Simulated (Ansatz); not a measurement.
**triplet AlH2OF at 6 levels**

Wanted: a comparison of 6 runs (U-wB97M-V/STO-3G, U-wB97X/STO-3G, UBHLYP/STO-3G, UHSE06/STO-3G, UPBE0/STO-3G, RPA@PBE/STO-3G) of triplet AlH2OF. 

The calculation is run with Ansatz 0.2.0.

69 further runs of the same task are left out: 5 that didn't finish, 64 set aside as unsound or not needed.

### Step 1. Starting point

AlH2OF: 5 atoms, total charge 0, spin state triplet. SMILES of the parent species: `[OH][AlH][F]`. The shape comes from GFN2-xTB, which is rough for such elements, and wasn't checked as a minimum. This is one conformer, not always the lowest. That shape belongs to the parent species and isn't relaxed for this state.

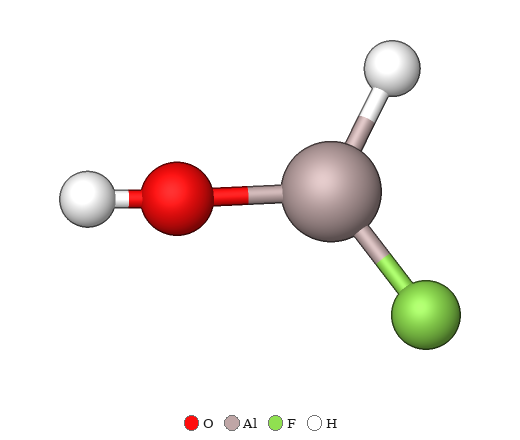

Viewed from a chosen angle; oxygen red, aluminium light grey, fluorine green, hydrogen white.

### Step 2. The energy at U-wB97M-V/STO-3G (run 1)

run.yaml

```yaml
crystal:
  periodic: [false, false, false]
  atoms:
    - {symbol: O, position_ang: [-1.021720, 0.325810, -0.327270]}
    - {symbol: Al, position_ang: [0.472970, -0.139110, 0.144100]}
    - {symbol: F, position_ang: [0.778780, -1.566900, 0.912060]}
    - {symbol: H, position_ang: [-1.871140, 0.628670, -0.614330]}
    - {symbol: H, position_ang: [1.641100, 0.751530, -0.114560]}
basis:
  gaussian:
    orbitals: STO-3G
magnetization:
  spin_polarized: true
  initial_magnetization: 2
hamiltonian:
  xc: {name: wB97M-V}
accuracy: high
```

On the command line:

```
$ ansatz run run.yaml --threads 1 --pin off --max-ram 2610MiB --events-out events.jsonl --progress --plain --runs-dir runs
```

Log:

```text
Warning: RAYON_NUM_THREADS=1 ignored (pool sized by the plan → 1); use --threads N
Functional definition: wB97M-V
  name "wB97M-V"
  parameter omega = 0.3/bohr
  parameter cx = 0.15
  parameter cx01 = 1.007
  parameter cx10 = 0.259
  parameter css00 = 0.443
  parameter css04 = -1.437
  parameter css10 = -4.535
  parameter css20 = -3.390
  parameter css43 = 4.278
  parameter cos00 = 1.000
  parameter cos10 = 1.358
  parameter cos20 = 2.924
  parameter cos21 = -8.812
  parameter cos60 = -1.390
  parameter cos61 = 9.142
  parameter b = 6.0
  parameter c = 0.01
  gx(w, u) = 1 - cx + cx01*u + cx10*w
  gss(w, u) = css00 + css04*u^4 + css10*w + css20*w^2 + css43*w^4*u^3
  gos(w, u) = cos00 + cos10*w + (cos20 + cos21*u)*w^2 + (cos60 + cos61*u)*w^6
  exchange = spin_sum(e_x_unif_sr(omega)*gx(b97_w, b97_u_x)) + cx*exact_x_sr(omega) + exact_x_lr(omega)
  correlation = spin_sum(e_c_pw_mod_same_spin*gss(b97_w, b97_u_same))
      + integral(e_c_pw_mod_opposite_spin*gos(b97_w_opposite, b97_u_opposite)) + vv10(b, c)
377 factors; integrals over basis functions are off by at most 3.2e-8 eV
146 factors; integrals over basis functions are off by at most 1.0e-9 eV
mean field evaluation 1: about -11236.6491 eV, gradient 1.4e1 eV
mean field evaluation 2: about -11236.1393 eV, gradient 2.0e1 eV
mean field evaluation 4: about -11238.7596 eV, gradient 8.4e-1 eV
mean field evaluation 8: about -11238.8374 eV, gradient 2.0e-1 eV
mean field evaluation 16: about -11238.8434 eV, gradient 3.4e-3 eV
mean field evaluation 32: about -11238.8434 eV, gradient 8.8e-6 eV
mean field -11238.84341728 eV, -413.0198776235 hartree, gradient 5.0e-8 eV, S^2 2.005734; 6 other end points of the search recorded, 0 dependent functions left out
reference -11238.84341957 eV, -413.0198777077 hartree; 17, 15 occupied and 4, 6 virtual orbitals, 377 factors
Total energy: -11238.84341957 eV, -413.0198777077 hartree
```

Run time: 41 s. Hardware: 1 thread of Arm Neoverse V2, shared host; peak memory 0.54 GiB.

### Step 3. The energy at U-wB97X/STO-3G (run 2)

run.yaml, as its differences from that of step 2:

```diff
@@ -9,9 +9,6 @@
 basis:
-  gaussian:
-    orbitals: STO-3G
-magnetization:
-  spin_polarized: true
-  initial_magnetization: 2
-hamiltonian:
-  xc: {name: wB97M-V}
+  gaussian: {orbitals: STO-3G}
+hamiltonian: {xc: {name: wB97X}}
+total_charge: 0
+magnetization: {spin_polarized: true, initial_magnetization: 2}
 accuracy: high
```

On the command line:

```
$ ansatz run run.yaml --threads 1 --pin off --max-ram 2610MiB --events-out events.jsonl --progress --plain --runs-dir runs
```

Log, cut to the lines that bear on the results:

```text
Warning: RAYON_NUM_THREADS=1 ignored (pool sized by the plan → 1); use --threads N
Functional definition: wB97X
  name "wB97X"
[...]
      + exact_x_lr(omega)
[...]
      + integral(e_c_pw_opposite_spin*poly(b97_u_opposite, 1, cos1, cos2, cos3, cos4))
377 factors; integrals over basis functions are off by at most 3.2e-8 eV
146 factors; integrals over basis functions are off by at most 1.0e-9 eV
[...]
mean field -11237.24221737 eV, -412.9610346119 hartree, gradient 4.2e-8 eV, S^2 2.006270; 6 other end points of the search recorded, 0 dependent functions left out
reference -11237.24221604 eV, -412.9610345633 hartree; 17, 15 occupied and 4, 6 virtual orbitals, 377 factors
Total energy: -11237.24221604 eV, -412.9610345633 hartree
```

Run time: 16 s. Hardware: 1 thread of Arm Neoverse V2, shared host; peak memory 0.43 GiB.

Runs 3 to 4 aren't shown in full; the table further down has their settings and results.

### Step 4. The energy at UPBE0/STO-3G (run 5)

run.yaml

```yaml
crystal:
  periodic: [false, false, false]
  atoms:
    - symbol: O
      position_ang: [-1.021720, 0.325810, -0.327270]
    - symbol: Al
      position_ang: [0.472970, -0.139110, 0.144100]
    - symbol: F
      position_ang: [0.778780, -1.566900, 0.912060]
    - symbol: H
      position_ang: [-1.871140, 0.628670, -0.614330]
    - symbol: H
      position_ang: [1.641100, 0.751530, -0.114560]
basis:
  gaussian:
    orbitals: STO-3G
hamiltonian:
  xc: {name: PBE0}
accuracy: high
magnetization:
  spin_polarized: true
  initial_magnetization: 2
```

On the command line:

```
$ ansatz run run.yaml --threads 1 --pin off --max-ram 2610MiB --events-out events.jsonl --progress --plain --runs-dir runs
```

Log:

```text
Warning: RAYON_NUM_THREADS=1 ignored (pool sized by the plan → 1); use --threads N
Functional definition: PBE0
  name "PBE0"
  parameter a = 0.25
  parameter kappa = 0.804
  parameter beta = 0.06672455060314922
  exchange = (1 - a)*pbe_x(kappa = kappa, mu = beta*pi^2/3) + a*exact_x
  correlation = pbe_c(beta = beta)
377 factors; integrals over basis functions are off by at most 3.2e-8 eV
mean field evaluation 1: about -11229.8304 eV, gradient 1.3e1 eV
mean field evaluation 2: about -11215.4559 eV, gradient 4.7e1 eV
mean field evaluation 4: about -11231.2420 eV, gradient 2.6e0 eV
mean field evaluation 8: about -11231.3420 eV, gradient 2.5e-1 eV
mean field evaluation 16: about -11231.3663 eV, gradient 1.3e-2 eV
mean field evaluation 32: about -11231.3663 eV, gradient 1.5e-7 eV
mean field -11231.36626630 eV, -412.7450973931 hartree, gradient 7.1e-8 eV, S^2 2.006194; 6 other end points of the search recorded, 0 dependent functions left out
reference -11231.36626761 eV, -412.7450974412 hartree; 17, 15 occupied and 4, 6 virtual orbitals, 377 factors
Total energy: -11231.36626761 eV, -412.7450974412 hartree
```

Run time: 3.3 s. Hardware: 1 thread of Arm Neoverse V2, shared host; peak memory 0.14 GiB.

### Step 5. A single-point energy at RPA@PBE/STO-3G (run 6)

run.yaml

```yaml
crystal:
  periodic: [false, false, false]
  atoms:
    - {symbol: O, position_ang: [-1.021720, 0.325810, -0.327270]}
    - {symbol: Al, position_ang: [0.472970, -0.139110, 0.144100]}
    - {symbol: F, position_ang: [0.778780, -1.566900, 0.912060]}
    - {symbol: H, position_ang: [-1.871140, 0.628670, -0.614330]}
    - {symbol: H, position_ang: [1.641100, 0.751530, -0.114560]}
basis:
  gaussian:
    orbitals: STO-3G
magnetization:
  spin_polarized: true
  initial_magnetization: 2
hamiltonian:
  xc: {name: PBE}
correlation:
  method: rpa
  frozen_orbitals: {Al: 5, F: 1, H: 0, O: 1}
accuracy: high
```

On the command line:

```
$ ansatz run run.yaml --threads 1 --pin off --max-ram 2610MiB --events-out events.jsonl --progress --plain --runs-dir runs
```

Log, cut to the lines that bear on the results:

```text
Warning: RAYON_NUM_THREADS=1 ignored (pool sized by the plan → 1); use --threads N
Functional definition: PBE
  name "PBE"
[...]
377 factors; integrals over basis functions are off by at most 3.2e-8 eV
[...]
mean field -11230.03347801 eV, -412.6961183269 hartree, gradient 4.5e-8 eV, S^2 2.002285; 10 other end points of the search recorded, 0 dependent functions left out
7 core orbitals not correlated: weight in the atoms' cores, before any rotation towards them, 0.999 or more for the frozen orbitals, at most 0.000 for the correlated occupied ones
reference -11202.96806862 eV, -411.7014828771 hartree; 10, 8 occupied and 4, 6 virtual orbitals, 377 factors
Total energy: -11211.00446911 eV, -411.9968151479 hartree
```

Run time: 9.3 s. Hardware: 1 thread of Arm Neoverse V2, shared host; peak memory 0.14 GiB.

### Step 6. The series

| run | level | frozen core orbitals | energy (Eh) | ⟨S²⟩ | wall time |
| --- | --- | --- | --- | --- | --- |
| 1 | U-wB97M-V/STO-3G | – | -413.019878 | 2.006 | 41 s |
| 2 | U-wB97X/STO-3G | – | -412.961035 | 2.006 | 16 s |
| 3 | UBHLYP/STO-3G | – | -412.955187 | 2.009 | 2.5 s |
| 4 | UHSE06/STO-3G | – | -412.733601 | 2.006 | 6.6 s |
| 5 | UPBE0/STO-3G | – | -412.745097 | 2.006 | 3.3 s |
| 6 | RPA@PBE/STO-3G | 7 | -411.996815 | 2.002 | 9.3 s |

### Step 7. Summary of results

| quantity | value |
| --- | --- |
| run 6: total energy | -411.99682 Eh |
| run 6: RPA correlation energy (valence) | -295.3 mEh |
| run 6: ⟨S²⟩ of the reference determinant | 2.002 |

Totals of different functionals can't be ranked against each other. In runs 1, 2, 3, 4, 5, 6 the basis is minimal, so the values are rough. All runs together took 79 s, the longest 41 s.
